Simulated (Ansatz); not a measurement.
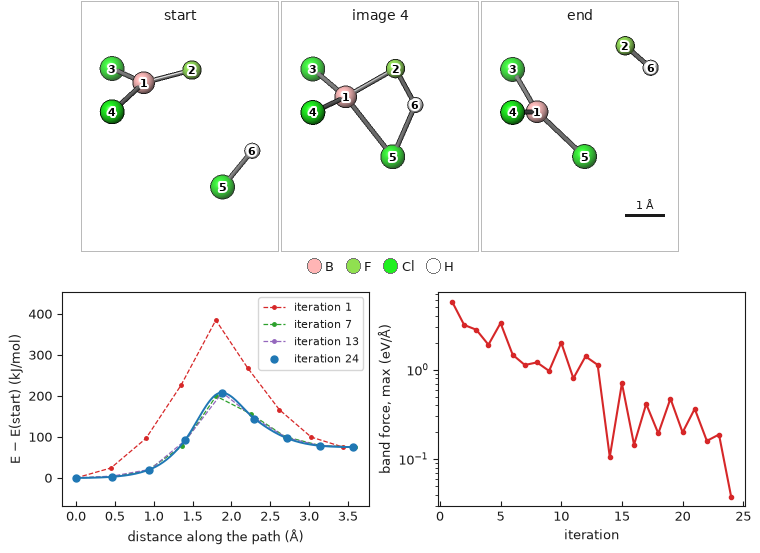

A nudged-elastic-band calculation for BHCl3F, made up at the start of BCl2F and HCl. Images are numbered from 0 (start) to 8 (end). The plot follows the band through its iterations. The picture is a ball-and-stick view, seen from a free direction.

These are results of RHF/def2-SVP (Ansatz), not measurements.

Input
```yaml
crystal:
  periodic: [false, false, false]
  atoms:
    - { symbol: B, position_ang: [-0.004579, 0.435779, -0.197868] }
    - { symbol: F, position_ang: [0.000641, 0.510975, 1.103014] }
    - { symbol: Cl, position_ang: [1.519348, 0.449756, -1.05191] }
    - { symbol: Cl, position_ang: [-1.536827, 0.371495, -1.034987] }
    - { symbol: Cl, position_ang: [0.085733, -2.851522, 1.17535] }
    - { symbol: H, position_ang: [0.072984, -2.031183, 2.147999] }
basis:
  gaussian: { orbitals: def2-SVP }
hamiltonian:
  xc: hf
neb:
  order_check: false
  images: 7
  f_tol: 0.05
  max_iterations: 60
  spring: 0.5
  final_atoms:
    - { symbol: B, position_ang: [0.01772759, -0.56522597, -0.64176773] }
    - { symbol: F, position_ang: [0.01993624, 0.02964201, 2.23972032] }
    - { symbol: Cl, position_ang: [1.51350021, 0.27988636, -0.95202542] }
    - { symbol: Cl, position_ang: [-1.52178124, 0.2036511, -0.93597941] }
    - { symbol: Cl, position_ang: [0.06258177, -2.24368187, -0.11376725] }
    - { symbol: H, position_ang: [0.04533543, -0.81897163, 2.54541749] }
  initial_path:
    images:
      - { positions_ang: [[-0.004579, 0.435779, -0.197868], [0.000641, 0.510975, 1.103014], [1.519348, 0.449756, -1.05191], [-1.536827, 0.371495, -1.034987], [0.085733, -2.851522, 1.17535], [0.072984, -2.031183, 2.147999]] }
      - { positions_ang: [[-0.00379912, 0.33001604, -0.14356144], [0.00011444, 0.37103663, 1.24931681], [1.54184533, 0.3501941, -1.01639208], [-1.55568273, 0.28923356, -1.00378608], [0.08794985, -2.65326806, 1.03765905], [0.06687223, -1.80191227, 2.01836175]] }
      - { positions_ang: [[-0.00301925, 0.22425308, -0.08925489], [-0.00041212, 0.23109826, 1.39561961], [1.56434266, 0.2506322, -0.98087417], [-1.57453846, 0.20697212, -0.97258515], [0.0901667, -2.45501411, 0.8999681], [0.06076047, -1.57264155, 1.8887245]] }
      - { positions_ang: [[-0.00223937, 0.11849012, -0.03494833], [-0.00093868, 0.09115988, 1.54192242], [1.58683999, 0.1510703, -0.94535625], [-1.59339419, 0.12471068, -0.94138423], [0.09238355, -2.25676017, 0.76227715], [0.0546487, -1.34337082, 1.75908725]] }
      - { positions_ang: [[-0.0014595, 0.01272717, 0.01935822], [-0.00146524, -0.04877849, 1.68822522], [1.60933733, 0.0515084, -0.90983834], [-1.61224992, 0.04244924, -0.91018331], [0.0946004, -2.05850622, 0.62458619], [0.04853694, -1.11410009, 1.62945001]] }
      - { positions_ang: [[0.00333728, -0.13176112, -0.14592327], [0.00388513, -0.02917336, 1.826099], [1.58537805, 0.10860289, -0.92038511], [-1.58963275, 0.0827497, -0.91663233], [0.08659574, -2.10480013, 0.43999783], [0.04773656, -1.04031798, 1.85844188]] }
      - { positions_ang: [[0.00813405, -0.2762494, -0.31120476], [0.0092355, -0.00956824, 1.96397277], [1.56141877, 0.16569738, -0.93093188], [-1.56701558, 0.12305017, -0.92308136], [0.07859108, -2.15109405, 0.25540947], [0.04693619, -0.96653586, 2.08743375]] }
      - { positions_ang: [[0.01293082, -0.42073768, -0.47648624], [0.01458587, 0.01003689, 2.10184655], [1.53745949, 0.22279187, -0.94147865], [-1.54439841, 0.16335063, -0.92953039], [0.07058643, -2.19738796, 0.07082111], [0.04613581, -0.89275375, 2.31642562]] }
      - { positions_ang: [[0.01772759, -0.56522597, -0.64176773], [0.01993624, 0.02964201, 2.23972032], [1.51350021, 0.27988636, -0.95202542], [-1.52178124, 0.2036511, -0.93597941], [0.06258177, -2.24368187, -0.11376725], [0.04533543, -0.81897163, 2.54541749]] }
```

Launched with:
```bash
ansatz run input.yaml --threads 1 --pin off --max-ram 2048MiB --backend cpu --events-out ev --progress --plain --runs-dir out
```

How did the profile develop, and is the result final?

Answer. The run is converged, with reservations. The band converged in 24 iterations. The largest component of the band force went from 5.8 to 0.038 eV/Å. The climbing image converged on the top of the path. Its curvatures weren't checked. The first iteration put the highest image at 384.7 kJ/mol. The highest point, image 4, lies 208.0 kJ/mol above the start and 132.7 kJ/mol above the end; the end is at +75.3 kJ/mol relative to the start.

Limits of the set-up: the start holds two separate molecules, 2.7 Å apart at their closest, whose relative position is a soft coordinate and is computed without a dispersion correction; Hartree-Fock leaves out electron correlation.

The run took 6 min on 1 thread of Intel(R) Xeon(R) Platinum 8259CL CPU @ 2.50GHz (Skylake/Cascade Lake) (shared host), peak memory 0.19 GiB.
